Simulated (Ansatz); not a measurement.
## The atomisation energy (no zero-point term) down a group: C to Ge

Gas-phase molecules, one atom swapped for its congeners: B(CH3)2; B(CH3)(SiH3); B(CH3)(GeH3). All are doublets with charge 0.

Shapes, held fixed at every level: PBE0-D4/def2-TZVP. Programs: Ansatz 0.2.0. Values in eV.

```
                level  B(CH3)2  B(CH3)(SiH3)  B(CH3)(GeH3)
          HF/def2-SVP    27.12         23.59         22.43
        HF/def2-TZVPP    26.67         23.42         22.15
 r2SCAN-D4/def2-TZVPP    34.57         30.33         29.24
   PBE0-D4/def2-TZVPP    34.54         30.12         28.98
r2SCAN0-D4/def2-TZVPP    34.31         30.12         29.00
   CCSD(T)/def2-TZVPP    33.35         29.24         28.30
```

At CCSD(T)/def2-TZVPP the atomisation energy falls at every step, from 33.35 to 28.30 eV. Every level shows the same order. Open shells run unrestricted. Relativity is left out for Ge. Outer-core shells of Ge are correlated, in sets that cover them unevenly. Spin-orbit coupling, which grows down the group, is left out (summed over each molecule's free atoms 0.01, 0.02, 0.13 eV). Coupled cluster in double- or triple-zeta sets underbinds by a few per cent against its basis-set limit.

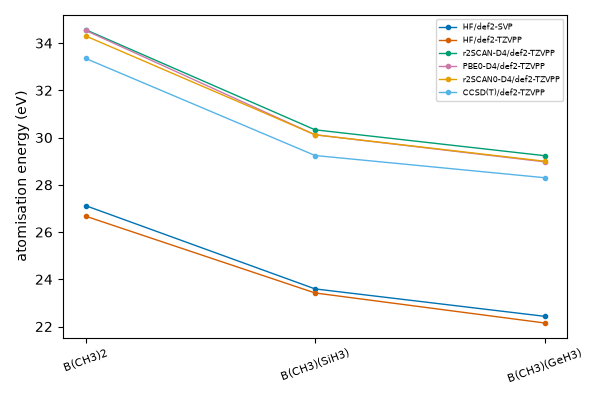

The trend along the series, level by level.
